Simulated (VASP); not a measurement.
## Mn3O4 (Hausmannite) with PBEsol + U: from relaxation to properties

How well does PBEsol + U reproduce what experiment finds for Mn3O4 (Hausmannite)? The cell is relaxed first, and properties follow on it. The steps: full relaxation (PBEsol + U), second relaxation, single point with fields (PBEsol + U), bands along the symmetry lines (PBEsol + U), total and projected DOS (PBEsol + U) and vibrations at Γ (PBEsol + U). The start is a cell from a database of measured crystal structures.

Program: VASP 6.6.1. Level of theory: PBEsol, DFT+U (Mn d 4 eV), spin-polarised from a ferromagnetic start; plane waves and PAW (Mn_pv, O). Results are calculated unless marked as measured.

Experimental background.

“Structural change and phase coexistence upon magnetic ordering in the magnetodielectric spinel Mn3O4” (2014, arxiv:1407.2299) reports for Mn3O4, tetragonal spinel, by synchrotron powder XRD, Rietveld (polycrystalline, from oxalate, annealed at 1000 C and quenched, 298 K): lattice constant a (a of tetragonal cell) 5.76289 ± 2e-05 Å; lattice constant c (c of tetragonal cell) 9.46885 ± 1e-05 Å.

**1. The starting structure**

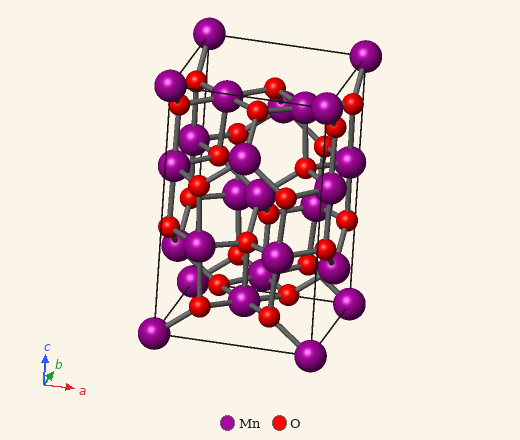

The starting structure, seen from a free direction (manganese purple, oxygen red). This picture shows the conventional cell, with its axes. Some periodic images of atoms are drawn too.

Structure file:

```xyz
14
Lattice="-2.8825 2.8825 4.7210 2.8825 -2.8825 4.7210 2.8825 2.8825 -4.7210" Properties=species:S:1:pos:R:3 pbc="T T T"
Mn    0.0000    0.0000    0.0000
Mn    0.0000    2.8825    2.3605
Mn    0.0000    1.4412    5.9013
Mn    1.4413    0.0000    3.5408
Mn    2.8825    1.4412    1.1803
Mn    1.4413    2.8825   -1.1803
O     0.0000    1.2810    3.6248
O     1.6015    0.0000    1.2643
O     2.8825    1.6015   -1.0962
O     4.1635    0.0000    1.2643
O     2.8825   -1.2810    3.4567
O     1.6015    2.8825    1.0962
O     2.8825    1.2810    3.4567
O     1.2810    0.0000    5.8172
```

**2. Full relaxation (PBEsol + U)**

The start need not lie at this functional's minimum. ISIF = 3 frees volume, shape and positions, and EDIFFG sets the threshold on forces and stress at which the search stops. PBEsol restores the gradient expansion of exchange and is tuned for the cells of solids. A Hubbard U penalises fractional filling of the localised shell, which semilocal functionals favour.

INCAR

```
SYSTEM = Mn3O4
PREC = Accurate
ENCUT = 520
EDIFF = 1E-06
NELM = 100
ISMEAR = 0
SIGMA = 0.05
LREAL = .FALSE.
ALGO = Normal
GGA = PS
NBANDS = 99
ISPIN = 2
MAGMOM = 4 4 4 4 4 4 0 0 0 0 0 0 0 0
LDAU = .TRUE.
LDAUTYPE = 2
LDAUL = 2 -1
LDAUU = 4 0
LDAUJ = 0 0
LDAUPRINT = 1
LASPH = .TRUE.
LMAXMIX = 4
LORBIT = 11
LWAVE = .FALSE.
LCHARG = .FALSE.
KPAR = 8
IBRION = 2
NSW = 60
ISIF = 3
EDIFFG = -0.01
```

POSCAR

```
Mn3O4
1.0
   -2.8825000000      2.8825000000      4.7210000000
    2.8825000000     -2.8825000000      4.7210000000
    2.8825000000      2.8825000000     -4.7210000000
Mn O
6 8
Direct
    0.0000000000      0.0000000000      0.0000000000
    0.7500000000      0.2500000000      0.5000000000
    0.8750000000      0.6250000000      0.2500000000
    0.3750000000      0.6250000000      0.2500000000
    0.3750000000      0.6250000000      0.7500000000
    0.3750000000      0.1250000000      0.7500000000
    0.6061000000      0.3839000000      0.2222000000
    0.1339000000      0.4117000000      0.2778000000
    0.1617000000      0.3839000000      0.7778000000
    0.1339000000      0.8561000000      0.7222000000
    0.1439000000      0.8661000000      0.2778000000
    0.6161000000      0.3939000000      0.7778000000
    0.5883000000      0.8661000000      0.7222000000
    0.6161000000      0.8383000000      0.2222000000
```

KPOINTS

```
Automatic mesh
0
Gamma
7 7 7
0 0 0
```

The projector-augmented-wave data sets are Mn_pv and O (PBE family, release 64).

Launch:

```
> mpirun -np 8 vasp_std
```

Log:

```text
[banner, memory and clock lines left out]
running    8 mpi-ranks, on    1 nodes
 distrk:  each k-point on    1 cores,    8 groups
 distr:  one band on    1 cores,    1 groups

 POSCAR found type information on POSCAR MnO
 POSCAR found :  2 types and      14 ions
|                                                                             |
|           W    W    AA    RRRRR   N    N  II  N    N   GGGG   !!!           |
|           W    W   A  A   R    R  NN   N  II  NN   N  G    G  !!!           |
|           W    W  A    A  R    R  N N  N  II  N N  N  G       !!!           |
|           W WW W  AAAAAA  RRRRR   N  N N  II  N  N N  G  GGG   !            |
|           WW  WW  A    A  R   R   N   NN  II  N   NN  G    G                |
|           W    W  A    A  R    R  N    N  II  N    N   GGGG   !!!           |
|                                                                             |
|     For optimal performance we recommend to set                             |
|       NCORE = 2 up to number-of-cores-per-socket                            |
|     NCORE specifies how many cores store one orbital (NPAR=cpu/NCORE).      |
|     This setting can greatly improve the performance of VASP for DFT.       |
|     The default, NCORE=1 might be grossly inefficient on modern             |
|     multi-core architectures or massively parallel machines. Do your        |
|     Unfortunately you need to use the default for GW and RPA                |
|     calculations (for HF NCORE is supported but not extensively tested      |
|     yet).                                                                   |
|                                                                             |

|                                                                             |
|               ----> ADVICE to this user running VASP <----                  |
|                                                                             |
|     You enforced a specific xc type in the INCAR file but a different       |
|     [... a line on the potential file left out ...]
|     I HOPE YOU KNOW WHAT YOU ARE DOING!                                     |
|                                                                             |

 LDA part: xc-table for (Slater+PW92), standard interpolation
 POSCAR, INCAR and KPOINTS ok, starting setup
 FFT: planning ... GRIDC
 FFT: planning ... GRID_SOFT
 FFT: planning ... GRID
 WAVECAR not read
 entering main loop
       N       E                     dE             d eps       ncg     rms          rms(c)
DAV:   1     0.179420715917E+04    0.17942E+04   -0.64778E+04 16200   0.155E+03
DAV:   2     0.105580181025E+03   -0.16886E+04   -0.15306E+04 15848   0.477E+02
DAV:   3    -0.117035722858E+03   -0.22262E+03   -0.21254E+03 16966   0.184E+02
DAV:   4    -0.125621645427E+03   -0.85859E+01   -0.85010E+01 17706   0.369E+01
DAV:   5    -0.125698288284E+03   -0.76643E-01   -0.76594E-01 17077   0.383E+00    0.504E+01
DAV:   6    -0.109725449350E+03    0.15973E+02   -0.85602E+01 19464   0.629E+01    0.430E+01
DAV:   7    -0.111626304091E+03   -0.19009E+01   -0.16629E+01 16747   0.299E+01    0.269E+01
DAV:   8    -0.111787397013E+03   -0.16109E+00   -0.24432E+00 17311   0.658E+00    0.164E+01
DAV:   9    -0.111678670755E+03    0.10873E+00   -0.30685E-01 17087   0.499E+00    0.319E+00
DAV:  10    -0.111687934982E+03   -0.92642E-02   -0.16579E-01 17673   0.374E+00    0.113E+00
DAV:  11    -0.111689531101E+03   -0.15961E-02   -0.12804E-02 17087   0.488E-01    0.488E-01
DAV:  12    -0.111689741044E+03   -0.20994E-03   -0.11340E-03 17736   0.207E-01    0.280E-01
DAV:  13    -0.111689991458E+03   -0.25041E-03   -0.37201E-04 16520   0.121E-01    0.904E-02
DAV:  14    -0.111690034024E+03   -0.42566E-04   -0.91023E-05 16716   0.564E-02    0.295E-02
DAV:  15    -0.111690039096E+03   -0.50722E-05   -0.12572E-05 16482   0.223E-02    0.111E-02
DAV:  16    -0.111690039709E+03   -0.61340E-06   -0.17855E-06 13668   0.978E-03
   1 F= -.11169004E+03 E0= -.11169004E+03  d E =-.111690E+03  mag=    26.0000
 curvature:   0.00 expect dE= 0.000E+00 dE for cont linesearch  0.000E+00
 trial: gam= 0.00000 g(F)=  0.426E-01 g(S)=  0.199E+00 ort = 0.000E+00 (trialstep = 0.100E+01)
 search vector abs. value=  0.242E+00
 bond charge predicted
       N       E                     dE             d eps       ncg     rms          rms(c)
DAV:   1    -0.114038770857E+03   -0.23487E+01   -0.59388E+01 17214   0.449E+01    0.155E+01
DAV:   2    -0.111840288616E+03    0.21985E+01   -0.63487E+00 16883   0.192E+01    0.154E+01
DAV:   3    -0.111773432593E+03    0.66856E-01   -0.43260E-01 17665   0.454E+00    0.429E+00
DAV:   4    -0.111709972548E+03    0.63460E-01   -0.26874E-01 16786   0.198E+00    0.269E+00
DAV:   5    -0.111693982278E+03    0.15990E-01   -0.22949E-02 18450   0.113E+00    0.149E+00
DAV:   6    -0.111687132994E+03    0.68493E-02   -0.18789E-02 17649   0.920E-01    0.681E-01
DAV:   7    -0.111687331740E+03   -0.19875E-03   -0.28403E-03 17125   0.366E-01    0.170E-01
DAV:   8    -0.111687302220E+03    0.29520E-04   -0.41164E-04 18018   0.805E-02    0.934E-02
DAV:   9    -0.111687327562E+03   -0.25342E-04   -0.83516E-05 17351   0.547E-02    0.619E-02
DAV:  10    -0.111687326122E+03    0.14399E-05   -0.33888E-05 16698   0.388E-02    0.214E-02
DAV:  11    -0.111687326737E+03   -0.61453E-06   -0.63335E-06 16166   0.121E-02
   2 F= -.11168733E+03 E0= -.11168733E+03  d E =0.271297E-02  mag=    26.0000
[... from here on, the cycles between the ionic steps are left out ...]
   3 F= -.11174781E+03 E0= -.11174781E+03  d E =-.577709E-01  mag=    26.0000
   4 F= -.11174780E+03 E0= -.11174780E+03  d E =-.577634E-01  mag=    26.0000
   5 F= -.11174871E+03 E0= -.11174871E+03  d E =-.910800E-03  mag=    26.0000
   6 F= -.11174907E+03 E0= -.11174907E+03  d E =-.126294E-02  mag=    26.0000
   7 F= -.11174913E+03 E0= -.11174913E+03  d E =-.132377E-02  mag=    26.0000
   8 F= -.11174920E+03 E0= -.11174920E+03  d E =-.139550E-02  mag=    26.0000
   9 F= -.11174937E+03 E0= -.11174937E+03  d E =-.174678E-03  mag=    26.0000
  10 F= -.11174937E+03 E0= -.11174937E+03  d E =-.174885E-03  mag=    26.0000
  11 F= -.11174951E+03 E0= -.11174951E+03  d E =-.133429E-03  mag=    26.0000
  12 F= -.11174951E+03 E0= -.11174951E+03  d E =-.137702E-03  mag=    26.0000
 curvature:  -1.36 expect dE=-0.168E-03 dE for cont linesearch -0.666E-08
 trial: gam= 0.56767 g(F)=  0.121E-03 g(S)=  0.313E-05 ort =-0.138E-05 (trialstep = 0.118E+01)
 search vector abs. value=  0.246E-03
 bond charge predicted
       N       E                     dE             d eps       ncg     rms          rms(c)
DAV:   1    -0.111749569306E+03   -0.57981E-04   -0.81446E-02 15840   0.926E-01    0.999E-02
DAV:   2    -0.111749650989E+03   -0.81683E-04   -0.16865E-03 17187   0.157E-01    0.683E-02
DAV:   3    -0.111749633372E+03    0.17617E-04   -0.38170E-05 17153   0.408E-02    0.484E-02
DAV:   4    -0.111749620268E+03    0.13103E-04   -0.13169E-05 18043   0.152E-02    0.192E-02
DAV:   5    -0.111749618615E+03    0.16530E-05   -0.42672E-06 14838   0.806E-03    0.814E-03
DAV:   6    -0.111749618625E+03   -0.10035E-07   -0.38959E-07  8261   0.389E-03
  13 F= -.11174962E+03 E0= -.11174962E+03  d E =-.107425E-03  mag=    26.0000
 trial-energy change:   -0.000107  1 .order   -0.000106   -0.000145   -0.000066
 step:   2.1616(harm=  2.1616)  dis= 0.00243  next Energy=  -111.749644 (dE=-0.133E-03)
 reached required accuracy - stopping structural energy minimisation
```

Elapsed: 35 min, on 8 MPI ranks of Intel Xeon Platinum 8375C at 2.90GHz (Ice Lake), shared host; peak memory 7.7 GiB; 3.9 h of CPU time.

The logs omit lines about the potential files and the build; timing stands in the text.

[end of part 1 of 6]

[Lines on the potential files, build, host, timing and source positions are cut from VASP's logs without a mark.]

[Logs are printed without paths, hosts, clocks, repeated set-up lines and the standing remarks that a program may print on its own settings, such as how far it seeks lower states.]

[Hosts, paths, dates, database ids (printed as entryN), source tags and the programs' standing remarks are cut or masked in the printed files.]

[A measured line is paired with the nearest computed mode of its activity, which favours agreement.]
